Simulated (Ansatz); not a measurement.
# Geometry relaxation of SnBNH5F

System: SnBNH5F, SMILES N[B](F)[SnH3].
Method: RKS r2SCAN-D4/def2-SVP (Ansatz 0.2.0).

It belongs to a series of runs on one base structure; here: end point A relaxed. Figures and captions count atoms from 1; the log counts them from 0 in places.

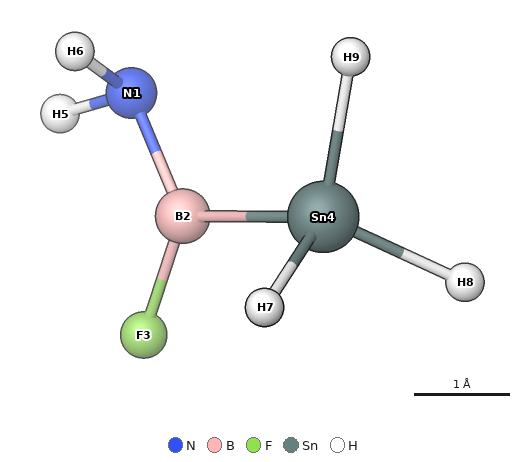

**Figure 1.** The structure as given in the input (ball-and-stick view, seen at a tilt; atoms are numbered from 1 in the order of the input). Sticks mark near contacts. Bond lengths as drawn: B–F 1.44 Å, B–N 1.50 Å, B–Sn 2.16 Å, H–N 1.06 to 1.12 Å and H–Sn 1.73 to 1.82 Å.

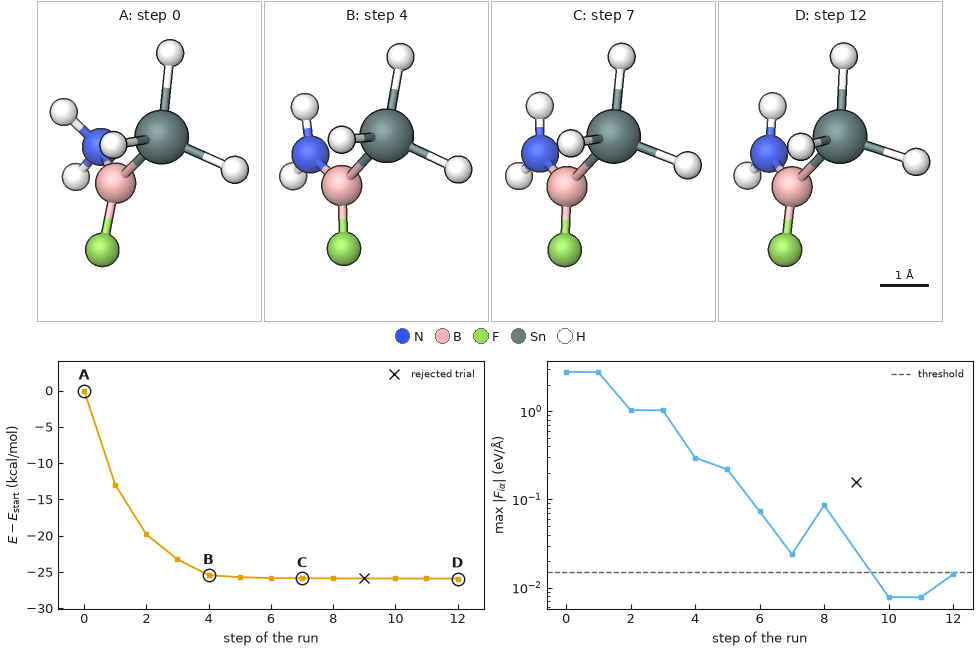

**Figure 2.** Frames of the relaxation (ball-and-stick view, seen at a tilt) above the curves, on which the letters mark them (the first geometry is step 0 here and step 1 in the log).

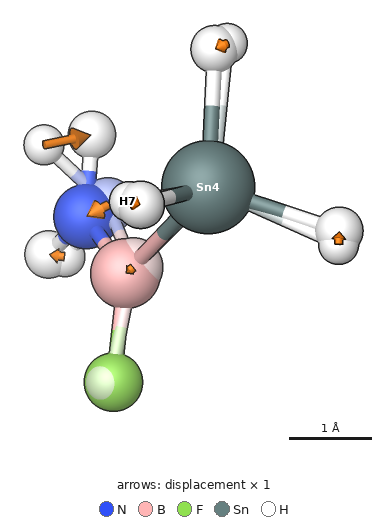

**Figure 3.** Start (faint) and end (solid) with the displacements as orange arrows, at true length (ball-and-stick view, seen at a tilt). The two geometries are laid on each other by the best rigid fit. H6 moves most after the best rigid fit: 0.65 Å. Largest moves by element: H 0.65 Å, N 0.33 Å, B 0.12 Å, Sn 0.07 Å, F 0.07 Å. Distances before and after: B2–Sn4 2.161 → 2.266 Å, N1–H6 1.117 → 1.012 Å, N1–B2 1.499 → 1.395 Å, B2–F3 1.443 → 1.343 Å. Among the angles that change: B2–N1–H6 105.5° → 123.4°, B2–N1–H5 108.3° → 122.3°, H5–N1–H6 101.9° → 114.4°. Over 12 geometry steps the energy falls by 25.9 kcal/mol. The largest force component goes from 2.8 to 0.014 eV/Å. The line search rejected the trial step at point 9 (counted from 0) and went back. (Atoms are counted from 1 in the order of the input.)

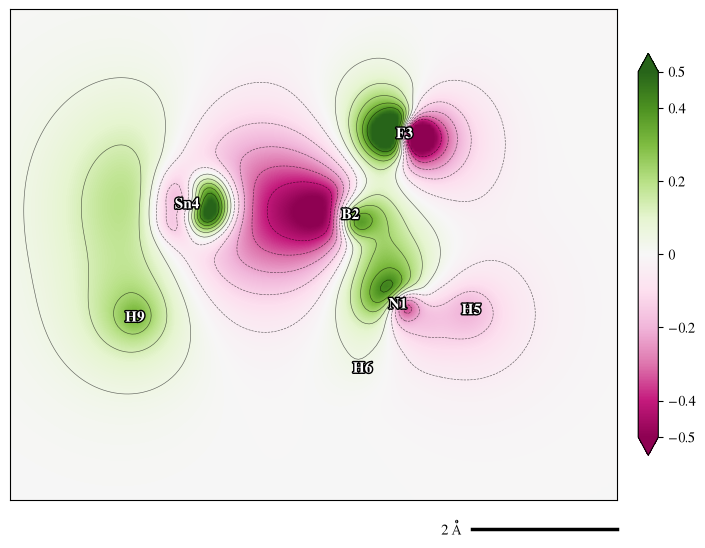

**Figure 4.** The HOMO on the plane of atoms N1, B2 and F3 (values in Å⁻³ᐟ²; the overall sign is arbitrary). Its weight (Hirshfeld) is mainly on Sn4 (40 %), B2 (25 %) and F3 (15 %). Its energy is −6.84 eV.

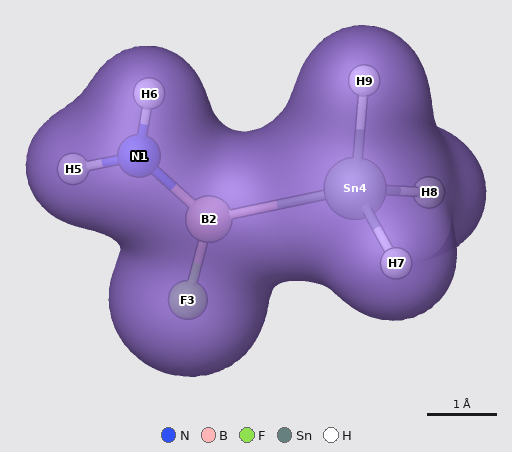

**Figure 5.** Isosurface of the total electron density at 0.1 e/Å³ (purple), seen at a tilt. At this value the surface is in one piece. On the grid the lowest density along these lines, outside the cores, is 1.4 e/Å³ (B–F, 1.34 Å), 1.5 e/Å³ (B–N, 1.40 Å), 0.62 e/Å³ (Sn–B, 2.27 Å) and 2.2 e/Å³ (N–H, 1.01 Å).

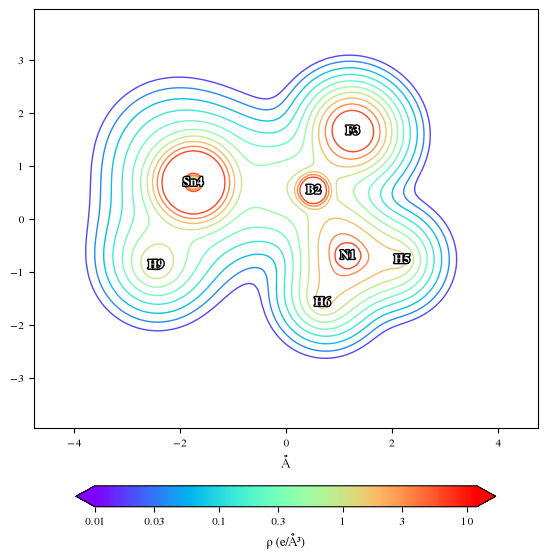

**Figure 6.** Electron density on the plane of atoms F3, B2 and Sn4. The section cuts through N, B, F, Sn and H sites. B–N (1.40 Å): ρ at the midpoint is about 2 e/Å³. Sn–B (2.27 Å): ρ at the midpoint is about 0.62 e/Å³. N–H (1.01 Å): ρ at the midpoint is about 2.8 e/Å³, with its minimum of 2.2 e/Å³ about 0.8 Å from N. Sn–H (1.72 Å): ρ at the midpoint is about 1.1 e/Å³, with its minimum of 0.71 e/Å³ about 1.1 Å from Sn.

The input and output of the run follow.

Input file
```yaml
crystal:
  periodic: [false, false, false]
  atoms:
    - { symbol: "N", position_ang: [0.9259, 1.533, 0.0251] }
    - { symbol: B, position_ang: [0.5782, 0.1965, -0.5587] }
    - { symbol: F, position_ang: [1.1581, -0.2212, -1.8127] }
    - { symbol: Sn, position_ang: [-0.7062, -1.165, 0.5205] }
    - { symbol: H, position_ang: [1.5025, 2.0639, -0.6825] }
    - { symbol: H, position_ang: [-0.0276, 2.115, 0.0286] }
    - { symbol: H, position_ang: [-2.1149, -1.5701, -0.4987] }
    - { symbol: H, position_ang: [0.122, -2.6223, 0.9376] }
    - { symbol: H, position_ang: [-1.3494, -0.3761, 2.0236] }
basis:
  gaussian: { orbitals: def2-SVP }
hamiltonian:
  xc: r2scan
  dispersion: d4
relax:
  f_tol: 0.015
  max_steps: 40
output:
  orbitals: {}
```

Run as:
```bash
ansatz run input.yaml --threads 2 --pin off --max-ram 3072MiB --backend cpu --events-out ev --progress --plain --runs-dir out
```

Log
```
The last accepted step is kept in [file] (removed where the run ends without a failure and the disk answers)
Engine: ansatz 0.2.0, x86_64-unknown-linux-gnu
Functional definition: r2SCAN
  parameter k0 = 0.174
  parameter k1 = 0.065
  parameter a1 = 4.9479
  exchange = r2scan_x(k0 = k0, k1 = k1, a1 = a1)
  correlation = r2scan_c
1055 factors; their error is unknown
mean field evaluation 1: about -10787.4417 eV, gradient 5.2e1 eV
mean field evaluation 2: about -10768.9828 eV, gradient 9.6e1 eV
mean field evaluation 4: about -10792.7009 eV, gradient 7.9e0 eV
mean field evaluation 8: about -10792.7781 eV, gradient 1.9e-1 eV
mean field evaluation 16: about -10792.7782 eV, gradient 1.5e-5 eV
mean field -10792.77815440 eV, -396.6272815664 hartree, gradient 1.6e-5 eV, S^2 0.000000; 0 other end points of the search recorded, 0 dependent functions left out
the calculation of the forces begins
reference -10792.77816618 eV, -396.6272819994 hartree; 24, 24 occupied and 69, 69 virtual orbitals, 1055 factors
relax step   1: F+E_penalty+E_count = -10792.81589829 eV  Δ(F+E_penalty+E_count) = +0.000e0 eV  max|allowed force component| = 2.809e0 eV/Å  Δτ_max = 0.0000 Å  (28 SCF iters, accepted)
these checks for a lower state are left out or cut short: starts, cluster_reference, orbital_swaps, neighbouring_geometries, increment
1055 factors; their error is unknown
mean field -10793.34044123 eV, -396.6479452262 hartree, gradient 2.0e-5 eV, S^2 0.000000; 0 other end points of the search recorded, 0 dependent functions left out
[... from here on the field's lines of each further geometry are left out, up to the last ...]
relax step   2: F+E_penalty+E_count = -10793.37805994 eV  Δ(F+E_penalty+E_count) = -5.622e-1 eV  max|allowed force component| = 2.771e0 eV/Å  Δτ_max = 0.1955 Å  (35 SCF iters, accepted)
relax step   3: F+E_penalty+E_count = -10793.67535114 eV  Δ(F+E_penalty+E_count) = -2.973e-1 eV  max|allowed force component| = 1.034e0 eV/Å  Δτ_max = 0.1997 Å  (34 SCF iters, accepted)
relax step   4: F+E_penalty+E_count = -10793.82397488 eV  Δ(F+E_penalty+E_count) = -1.486e-1 eV  max|allowed force component| = 1.026e0 eV/Å  Δτ_max = 0.1650 Å  (34 SCF iters, accepted)
relax step   5: F+E_penalty+E_count = -10793.91920567 eV  Δ(F+E_penalty+E_count) = -9.523e-2 eV  max|allowed force component| = 2.982e-1 eV/Å  Δτ_max = 0.1521 Å  (34 SCF iters, accepted)
relax step   6: F+E_penalty+E_count = -10793.93087328 eV  Δ(F+E_penalty+E_count) = -1.167e-2 eV  max|allowed force component| = 2.189e-1 eV/Å  Δτ_max = 0.1237 Å  (28 SCF iters, accepted)
relax step   7: F+E_penalty+E_count = -10793.93634781 eV  Δ(F+E_penalty+E_count) = -5.475e-3 eV  max|allowed force component| = 7.344e-2 eV/Å  Δτ_max = 0.0746 Å  (28 SCF iters, accepted)
relax step   8: F+E_penalty+E_count = -10793.93763049 eV  Δ(F+E_penalty+E_count) = -1.283e-3 eV  max|allowed force component| = 2.390e-2 eV/Å  Δτ_max = 0.0430 Å  (29 SCF iters, accepted)
relax step   9: F+E_penalty+E_count = -10793.93806813 eV  Δ(F+E_penalty+E_count) = -4.376e-4 eV  max|allowed force component| = 8.582e-2 eV/Å  Δτ_max = 0.0938 Å  (27 SCF iters, accepted)
relax step  10: F+E_penalty+E_count = -10793.93748871 eV  Δ(F+E_penalty+E_count) = +5.794e-4 eV  max|allowed force component| = 1.561e-1 eV/Å  Δτ_max = 0.0302 Å  (30 SCF iters, rejected (line search))
relax step  11: F+E_penalty+E_count = -10793.93883062 eV  Δ(F+E_penalty+E_count) = -7.625e-4 eV  max|allowed force component| = 7.802e-3 eV/Å  Δτ_max = 0.0151 Å  (30 SCF iters, accepted)
relax step  12: F+E_penalty+E_count = -10793.93891755 eV  Δ(F+E_penalty+E_count) = -8.693e-5 eV  max|allowed force component| = 7.756e-3 eV/Å  Δτ_max = 0.0200 Å  (29 SCF iters, accepted)
the calculation of the forces begins
reference -10793.90131253 eV, -396.6685568664 hartree; 24, 24 occupied and 69, 69 virtual orbitals, 1055 factors
relax step  13: F+E_penalty+E_count = -10793.93897948 eV  Δ(F+E_penalty+E_count) = -6.193e-5 eV  max|allowed force component| = 1.415e-2 eV/Å  Δτ_max = 0.0252 Å  (29 SCF iters, accepted)
1055 factors; their error is unknown
mean field -10793.90130065 eV, -396.6685564298 hartree, gradient 2.0e-5 eV, S^2 0.000000; 1 other end points of the search recorded, 0 dependent functions left out
the calculation of the forces begins
reference -10793.90131253 eV, -396.6685568664 hartree; 24, 24 occupied and 69, 69 virtual orbitals, 1055 factors
Total energy: -10793.93899136 eV, -396.6699415378 hartree
Atom 0 at     0.787624     1.557759    -0.274942 Å, force    -0.001670    -0.014152     0.001364 eV/Å
Atom 1 at     0.591662     0.234640    -0.671378 Å, force    -0.004946     0.012477    -0.004059 eV/Å
Atom 2 at     1.230232    -0.206768    -1.767082 Å, force    -0.001774     0.004499     0.008821 eV/Å
Atom 3 at    -0.772344    -1.158655     0.483025 Å, force     0.002005    -0.001348     0.004392 eV/Å
Atom 4 at     1.394848     2.192927    -0.786013 Å, force     0.002051    -0.003004    -0.002444 eV/Å
Atom 5 at     0.344922     1.966583     0.537758 Å, force     0.000912     0.002162    -0.001614 eV/Å
Atom 6 at    -2.083168    -1.731236    -0.465616 Å, force     0.006245    -0.001458     0.003874 eV/Å
Atom 7 at     0.051282    -2.540964     1.079951 Å, force    -0.005050     0.000392    -0.004400 eV/Å
Atom 8 at    -1.456459    -0.360585     1.847097 Å, force     0.002228     0.000433    -0.005934 eV/Å
Dipole moment:     0.141973     0.589106     0.103086 e Å
```

Trajectory as extended XYZ (Å, eV, eV/Å), 13 frames, from step=1 to step=13
```
9
Properties=species:S:1:pos:R:3:forces:R:3 step=1 energy=-10792.81590
N     0.9259    1.5330    0.0251   -2.4612   0.3046  -2.7678
B     0.5782    0.1965   -0.5587    2.1916   1.7062  -2.0203
F     1.1581   -0.2212   -1.8127   -0.9534   0.9962   2.8089
Sn   -0.7062   -1.1650    0.5205   -1.6792  -0.5646   0.8915
H     1.5025    2.0639   -0.6825   -0.4008  -0.5529   0.8471
H    -0.0276    2.1150    0.0286    2.4858  -1.5820   0.6223
H    -2.1149   -1.5701   -0.4987    0.5977   0.0764   0.5266
H     0.1220   -2.6223    0.9376   -0.1727   0.1575  -0.0094
H    -1.3494   -0.3761    2.0236    0.3923  -0.5414  -0.8990
9
Properties=species:S:1:pos:R:3:forces:R:3 step=2 energy=-10793.37806
N     0.9624    1.5685   -0.0849   -2.7714   0.3286  -1.0831
B     0.5795    0.2592   -0.5883    1.6133   0.1574  -0.8606
F     1.2644   -0.2236   -1.7088   -0.9041   0.6890   1.5659
Sn   -0.7984   -1.1661    0.5194    0.9648  -0.1975  -0.8312
H     1.4389    2.1314   -0.8173   -0.1287  -0.2923   0.6134
H     0.0580    2.1014    0.2038    2.2466  -1.0303  -0.1669
H    -2.1076   -1.6257   -0.4006   -0.5995  -0.1895  -0.3941
H     0.0177   -2.6012    0.9554    0.0984  -0.0582  -0.0237
H    -1.3263   -0.4901    1.9041   -0.5196   0.5929   1.1805
9
Properties=species:S:1:pos:R:3:forces:R:3 step=3 energy=-10793.67535
N     0.9095    1.6010   -0.1636   -0.9748   0.3485  -0.6258
B     0.6760    0.2537   -0.5068   -0.3706  -0.2862  -0.4917
F     1.2978   -0.3417   -1.5512    0.2802   0.5550   0.3734
Sn   -0.8029   -1.1312    0.4740    0.5266  -0.2049   0.0787
H     1.3656    2.1643   -0.8921    0.0572  -0.0751   0.3886
H     0.0936    2.1099    0.2347    1.0335  -0.4781  -0.0623
H    -2.1789   -1.5880   -0.3916   -0.2276  -0.0040  -0.2812
H     0.0510   -2.5740    0.8298   -0.0192  -0.1047  -0.0040
H    -1.3230   -0.5402    1.9494   -0.3055   0.2495   0.6243
9
Properties=species:S:1:pos:R:3:forces:R:3 step=4 energy=-10793.82397
N     0.8144    1.6026   -0.2522    0.1782   0.3049  -1.0259
B     0.6448    0.2566   -0.5712   -0.0092  -0.7461   0.3601
F     1.4274   -0.3882   -1.4604   -0.0063   0.5965   0.0540
Sn   -0.7730   -1.1241    0.5183   -0.1088  -0.2067   0.1632
H     1.3619    2.1880   -0.8938   -0.0486  -0.0949   0.3650
H     0.0767    2.1164    0.2112    0.0566   0.0217   0.2226
H    -2.1757   -1.4559   -0.4234    0.0061  -0.0125   0.0637
H     0.0259   -2.6348    0.7755   -0.0928   0.1075  -0.0329
H    -1.3138   -0.6068    2.0787    0.0247   0.0295  -0.1697
9
Properties=species:S:1:pos:R:3:forces:R:3 step=5 energy=-10793.91921
N     0.7357    1.5965   -0.3552   -0.1120   0.1403   0.2982
B     0.6334    0.2233   -0.5979   -0.0416   0.2715  -0.1526
F     1.4021   -0.2969   -1.5642    0.1531  -0.1253  -0.0477
Sn   -0.7778   -1.1632    0.5049    0.0212   0.0098   0.0184
H     1.4191    2.2100   -0.7940   -0.0374  -0.1837  -0.1523
H     0.1671    2.0832    0.3290    0.0373  -0.1259   0.0204
H    -2.1766   -1.5620   -0.4078    0.0149   0.0098   0.0016
H     0.0127   -2.6394    0.8767   -0.0158  -0.0142   0.0089
H    -1.3271   -0.4978    1.9914   -0.0197   0.0179   0.0051
9
Properties=species:S:1:pos:R:3:forces:R:3 step=6 energy=-10793.93087
N     0.7392    1.5940   -0.3277   -0.0102  -0.2189  -0.0868
B     0.6270    0.2307   -0.6152    0.0406   0.0652   0.1551
F     1.4023   -0.2854   -1.5806   -0.0131   0.0330  -0.1186
Sn   -0.7728   -1.1621    0.5005    0.0272   0.0329  -0.0047
H     1.3545    2.2024   -0.8599    0.0447   0.0335   0.0377
H     0.2392    2.0482    0.4232   -0.0693   0.0590   0.0053
H    -2.1524   -1.5797   -0.4312   -0.0053  -0.0013  -0.0012
H     0.0087   -2.6317    0.9139   -0.0091  -0.0074   0.0152
H    -1.3570   -0.4625    1.9597   -0.0055   0.0039  -0.0019
9
Properties=species:S:1:pos:R:3:forces:R:3 step=7 energy=-10793.93635
N     0.7500    1.5812   -0.3142   -0.0107   0.0349   0.0266
B     0.6254    0.2290   -0.6270    0.0137  -0.0734  -0.0406
F     1.3593   -0.2652   -1.6381    0.0036   0.0284   0.0048
Sn   -0.7639   -1.1619    0.4984   -0.0142   0.0079   0.0045
H     1.3771    2.1997   -0.8217   -0.0063  -0.0034  -0.0070
H     0.2315    2.0305    0.4293    0.0120   0.0021   0.0065
H    -2.1348   -1.6036   -0.4363    0.0019  -0.0033  -0.0002
H     0.0117   -2.6218    0.9559    0.0000   0.0023   0.0062
H    -1.3677   -0.4342    1.9365    0.0000   0.0045  -0.0008
9
Properties=species:S:1:pos:R:3:forces:R:3 step=8 energy=-10793.93763
N     0.7555    1.5737   -0.3033    0.0009   0.0133   0.0048
B     0.6208    0.2271   -0.6389    0.0087  -0.0239  -0.0201
F     1.3370   -0.2486   -1.6710   -0.0081   0.0119   0.0079
Sn   -0.7644   -1.1618    0.4940   -0.0031   0.0004   0.0042
H     1.3734    2.1979   -0.8151    0.0005   0.0020   0.0001
H     0.2561    2.0131    0.4588    0.0020  -0.0040   0.0038
H    -2.1241   -1.6302   -0.4432   -0.0008  -0.0033  -0.0009
H     0.0164   -2.6073    0.9873   -0.0001   0.0007   0.0043
H    -1.3821   -0.4103    1.9142    0.0000   0.0028  -0.0041
9
Properties=species:S:1:pos:R:3:forces:R:3 step=9 energy=-10793.93807
N     0.7711    1.5606   -0.2797   -0.0144  -0.0393  -0.0077
B     0.6046    0.2278   -0.6631    0.0491   0.0420  -0.0363
F     1.2799   -0.2168   -1.7383   -0.0588   0.0411   0.0858
Sn   -0.7667   -1.1637    0.4836   -0.0044  -0.0138   0.0111
H     1.3791    2.1935   -0.7931    0.0001   0.0043   0.0104
H     0.3058    1.9822    0.5156    0.0251  -0.0512  -0.0553
H    -2.1033   -1.6976   -0.4537    0.0143   0.0093   0.0114
H     0.0318   -2.5759    1.0489   -0.0137   0.0334  -0.0040
H    -1.4136   -0.3565    1.8626    0.0027  -0.0258  -0.0154
9
Properties=species:S:1:pos:R:3:forces:R:3 step=10 energy=-10793.93749 accepted=F
N     0.7753    1.5606   -0.2815    0.0820  -0.1214  -0.1561
B     0.6065    0.2294   -0.6662    0.0298   0.0463  -0.0551
F     1.2744   -0.2120   -1.7472   -0.0590   0.0205   0.0947
Sn   -0.7669   -1.1601    0.4806   -0.0180  -0.0271   0.0470
H     1.3822    2.1950   -0.7932    0.0179   0.0133  -0.0113
H     0.3163    1.9768    0.5136   -0.0867   0.0550   0.1407
H    -2.1042   -1.6945   -0.4541    0.0228  -0.0094  -0.0075
H     0.0359   -2.5606    1.0643   -0.0033  -0.0022  -0.0301
H    -1.4309   -0.3809    1.8666    0.0145   0.0250  -0.0224
9
Properties=species:S:1:pos:R:3:forces:R:3 step=11 energy=-10793.93883
N     0.7758    1.5601   -0.2815    0.0046  -0.0010  -0.0063
B     0.6017    0.2304   -0.6651   -0.0046   0.0006   0.0055
F     1.2661   -0.2183   -1.7422   -0.0021   0.0078   0.0033
Sn   -0.7684   -1.1598    0.4849    0.0030  -0.0024  -0.0032
H     1.3851    2.1954   -0.7900    0.0020  -0.0013  -0.0017
H     0.3136    1.9751    0.5172    0.0012  -0.0021  -0.0007
H    -2.0968   -1.7019   -0.4569   -0.0004  -0.0005   0.0014
H     0.0383   -2.5632    1.0538   -0.0014   0.0026   0.0023
H    -1.4267   -0.3641    1.8626   -0.0023  -0.0036  -0.0005
9
Properties=species:S:1:pos:R:3:forces:R:3 step=12 energy=-10793.93892
N     0.7814    1.5598   -0.2789   -0.0040  -0.0037   0.0044
B     0.5975    0.2332   -0.6689   -0.0013   0.0022   0.0057
F     1.2510   -0.2123   -1.7538   -0.0007   0.0058   0.0006
Sn   -0.7690   -1.1595    0.4829   -0.0075  -0.0040   0.0078
H     1.3901    2.1952   -0.7879    0.0008  -0.0033  -0.0019
H     0.3274    1.9717    0.5262    0.0048  -0.0027  -0.0074
H    -2.0917   -1.7157   -0.4587    0.0039  -0.0004  -0.0032
H     0.0418   -2.5545    1.0671    0.0028   0.0026  -0.0046
H    -1.4398   -0.3641    1.8548    0.0012   0.0035  -0.0013
9
Properties=species:S:1:pos:R:3:forces:R:3 step=13 energy=-10793.93898
N     0.7876    1.5578   -0.2749   -0.0017  -0.0142   0.0014
B     0.5917    0.2346   -0.6714   -0.0049   0.0125  -0.0041
F     1.2302   -0.2068   -1.7671   -0.0018   0.0045   0.0088
Sn   -0.7723   -1.1587    0.4830    0.0020  -0.0013   0.0044
H     1.3948    2.1929   -0.7860    0.0021  -0.0030  -0.0024
H     0.3449    1.9666    0.5378    0.0009   0.0022  -0.0016
H    -2.0832   -1.7312   -0.4656    0.0062  -0.0015   0.0039
H     0.0513   -2.5410    1.0800   -0.0050   0.0004  -0.0044
H    -1.4565   -0.3606    1.8471    0.0022   0.0004  -0.0059
```

Summary

```tsv
quantity	value
outcome	converged
total energy	−10793.9390 eV
mean-field energy	−10793.9013 eV
largest force (length of the vector) at the end	0.014 eV/Å
hardware	2 threads of AMD EPYC (Zen 3), 24 GiB of memory available, shared host
wall time	30 s (CPU time 58 s)
peak memory	0.18 GiB
```
